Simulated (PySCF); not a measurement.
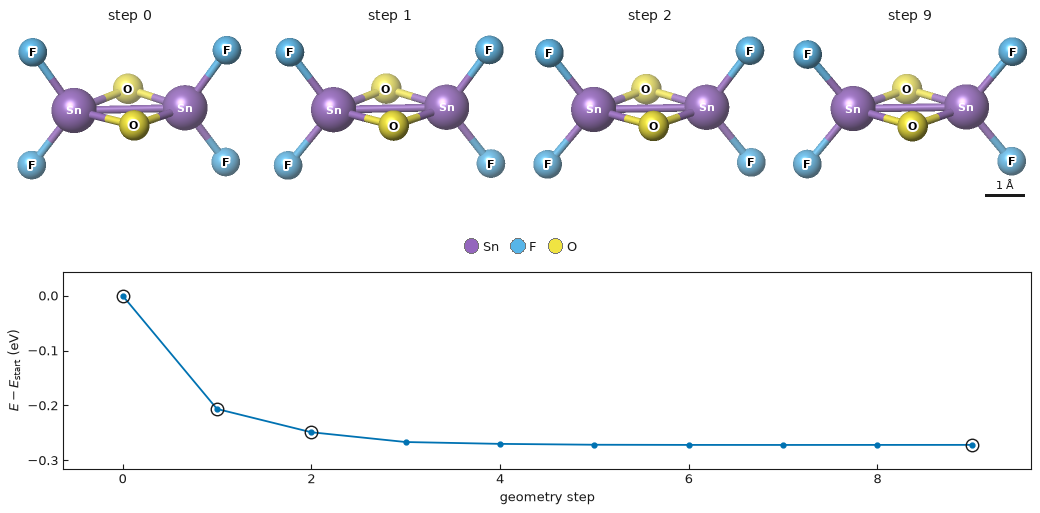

Frames of a relaxation of Sn2O2F4, marked on the history of the run. The picture is a ball-and-stick view, seen from a free direction.

The start comes from GFN2-xTB. Its atoms were then displaced at random by about 0.03 Å.

These are results of PBE0-D3(BJ)/def2-SVP geometry optimisation, gas phase (PySCF), not measurements. 

Q: Describe the path.

A: The energy falls by 0.272 eV in 9 geometry steps. An F atom moves most after the best rigid fit: 0.16 Å. By element the largest moves are F 0.16 Å, Sn 0.08 Å, O 0.07 Å. Among the contacts that change: O–Sn 1.913 → 1.997 Å, F–Sn 1.841 → 1.908 Å, Sn–Sn 2.863 → 2.916 Å, F–Sn 1.863 → 1.908 Å. Among the angles between lasting bonds that change: F–Sn–O 109.3° → 116.5°, F–Sn–F 110.7° → 103.8°, O–Sn–F 110.4° → 117.1°. The run took 2.1 min on 1 thread of Arm Neoverse V2 (shared host). From step 0 to 1: an F atom moves most (0.14 Å), energy −0.206 eV. From step 1 to 2: F atoms move most (0.04 Å), energy −0.042 eV. From step 2 to 9: an F atom moves most (0.09 Å), energy −0.023 eV.

| step | E − E(0), eV |
| --- | --- |
| 0 | 0.0000 |
| 1 | -0.2064 |
| 2 | -0.2488 |
| 3 | -0.2667 |
| 4 | -0.2700 |
| 5 | -0.2716 |
| 6 | -0.2719 |
| 7 | -0.2720 |
| 8 | -0.2719 |
| 9 | -0.2719 |
